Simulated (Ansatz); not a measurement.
The figure comes from a scan of Ga$_{2}$O$_{3}$ (corundum): a phonon pattern at Γ is frozen into a 10-atom cell, Q being the largest atomic displacement. Computed with PBE (plane waves to 420 eV, PAW, scalar-relativistic; Ansatz, a first-principles code). k mesh 8×8×8 (Γ-centred), Fermi-Dirac smearing 0.05 eV. The energy includes the smearing's −TS. Ga2O3 was relaxed with its symmetry unable to fall. ΔE is measured from the undisplaced structure.

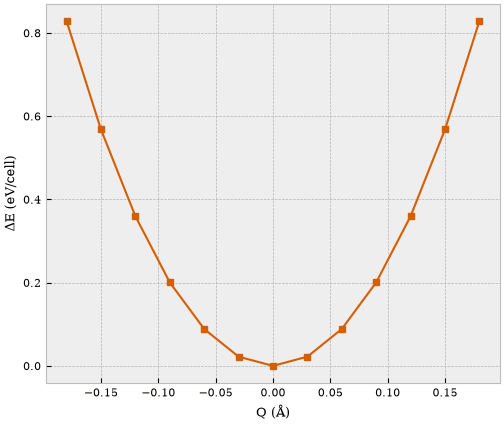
Fig. 1. ΔE (eV/cell) against Q (Å); one marker a computed point.

**Question.** Read the plotted values off the figure, to the accuracy that the plot allows.

**Answer.** To the nearest 0.02:

```json
[
 {"Q (Å)": "-0.180", "ΔE (eV/cell)": "0.82"},
 {"Q (Å)": "-0.150", "ΔE (eV/cell)": "0.56"},
 {"Q (Å)": "-0.120", "ΔE (eV/cell)": "0.36"},
 {"Q (Å)": "-0.090", "ΔE (eV/cell)": "0.20"},
 {"Q (Å)": "-0.060", "ΔE (eV/cell)": "0.08"},
 {"Q (Å)": "-0.030", "ΔE (eV/cell)": "0.02"},
 {"Q (Å)": "0.000", "ΔE (eV/cell)": "0.00"},
 {"Q (Å)": "0.030", "ΔE (eV/cell)": "0.02"},
 {"Q (Å)": "0.060", "ΔE (eV/cell)": "0.08"},
 {"Q (Å)": "0.090", "ΔE (eV/cell)": "0.20"},
 {"Q (Å)": "0.120", "ΔE (eV/cell)": "0.36"},
 {"Q (Å)": "0.150", "ΔE (eV/cell)": "0.56"},
 {"Q (Å)": "0.180", "ΔE (eV/cell)": "0.82"}
]
```

(A displaced cell: forces are minus the slopes of the energy, force constants its curvatures, and phonons follow from these.)
